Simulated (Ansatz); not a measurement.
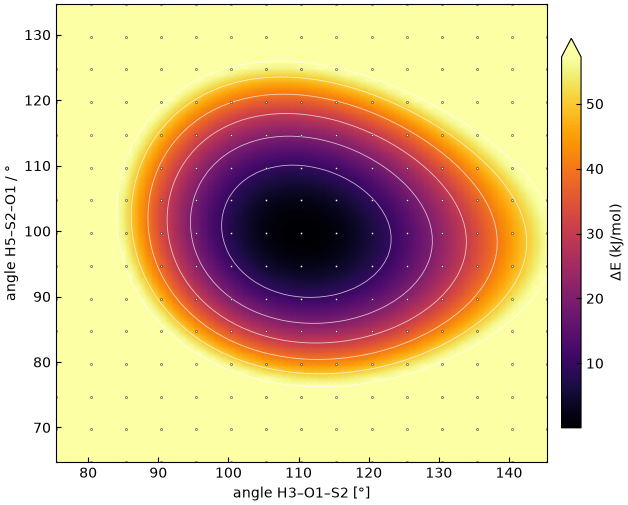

H3OS, SMILES O[SH2+], charge +1. The first coordinate is: angle H3–O1–S2; the second: angle H5–S2–O1. Nothing is relaxed (all other coordinates rigid). The scan uses a 15 × 15 grid. Points are written as (first, second). Energies: kJ/mol, counted from the lowest grid point. Theory: RKS PBE0-D4/def2-TZVP (Ansatz 0.2.0).

The picture shows a smooth colour map with a few white contour lines, dots at the grid points, one colour for all values above the top of the scale. Between grid points the surface is interpolated.

Question: Where is the minimum, and how stiff is the well along each coordinate?

Answer: The interpolated minimum is at angle H3–O1–S2 ≈ 110.4°, angle H5–S2–O1 ≈ 99.7°. The curvatures there are about 4.8 eV/rad² and 6.7 eV/rad², with a cross term of about 0.59 eV/rad². Round the minimum the two coordinates are weakly coupled (coupling 0.10 in units of the two stiffnesses). (1 eV is 96.5 kJ/mol.)
